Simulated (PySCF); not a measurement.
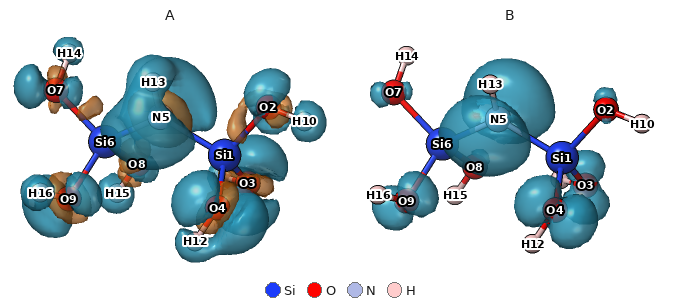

*[(OH)3Si]2NH (H$_{7}$NO$_{6}$Si$_{2}$). The Fukui function f⁻ from two separate SCF calculations and the density of the HOMO, at ±0.015 e/Å³ (light blue positive, orange negative).*

Computed with PySCF, BLYP/6-31+G*, geometry: GFN2-xTB. No frequency check shows the geometry to be a minimum.

Coordinates in Å:

```
Si1     -1.5334    0.0623   -0.0072
O2      -2.6090    1.2693    0.0885
O3      -1.4535   -0.8633    1.3253
O4      -1.9883   -0.8607   -1.2751
N5      -0.0148    0.8601   -0.2273
Si6      1.5042    0.0944   -0.0321
O7       2.7122    1.1883   -0.0862
O8       1.3904   -0.7086    1.3862
O9       1.8692   -1.0461   -1.1369
H10     -3.5313    1.0324    0.0713
H11     -0.5965   -0.8882    1.7531
H12     -1.4973   -1.6576   -1.4533
H13     -0.0440    1.7597   -0.6689
H14      2.6826    1.9281    0.5126
H15      1.9669   -1.4593    1.5086
H16      2.1646   -0.7613   -1.9967
```

**Which panel is which, and how good is the frozen-orbital picture?**

A is f⁻ (it has negative regions), B the HOMO density. The HOMO lies on N5 (53 %), O4 (12 %) and Si6 (8 %); f⁻ (Hirshfeld-condensed) is largest on N5 (0.17), O4 (0.12) and O3 (0.12); the vertical ionisation energy is 9.15 eV (the stability of the cation's solution wasn't checked). Relaxation shifts 37 % of the electron between atoms. The orbital energy is −6.18 eV.

The PySCF run took 12 min on 1 thread of Intel(R) Xeon(R) Processor @ 2.50GHz (Skylake/Cascade Lake) (shared host), peak memory 0.74 GiB.
